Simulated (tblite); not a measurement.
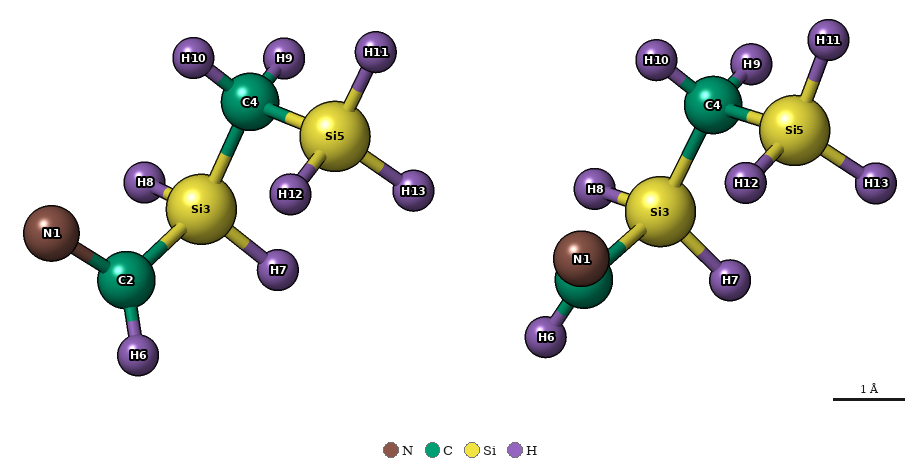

Two geometries of C2H8NSi2 (multiplicity 2), drawn at one scale. One is the start of a relaxation, the other its converged end. A ball-and-stick model, seen from a free direction.

These are results of tblite 0.8.0, GFN2-xTB geometry optimisation, gas phase, not measurements. 

Q: Which one is relaxed?

A: The right one is the relaxed one. N1 moves most after the best rigid fit: 1.15 Å. Largest moves by element: N 1.15 Å, H 0.99 Å, Si 0.17 Å, C 0.07 Å. Among the contacts that change: N1–C2 1.463 → 1.207 Å, C2–Si3 1.863 → 1.958 Å, C4–Si5 1.833 → 1.911 Å, Si3–C4 1.830 → 1.887 Å. Among the angles between lasting bonds that change: Si3–C2–H6 121.1° → 110.7°, Si3–C4–Si5 107.8° → 115.5°, N1–C2–H6 119.8° → 126.5°. Groups turn about C2–Si3 by about 60°. After 124 geometry steps the energy has fallen by 1.855 eV.
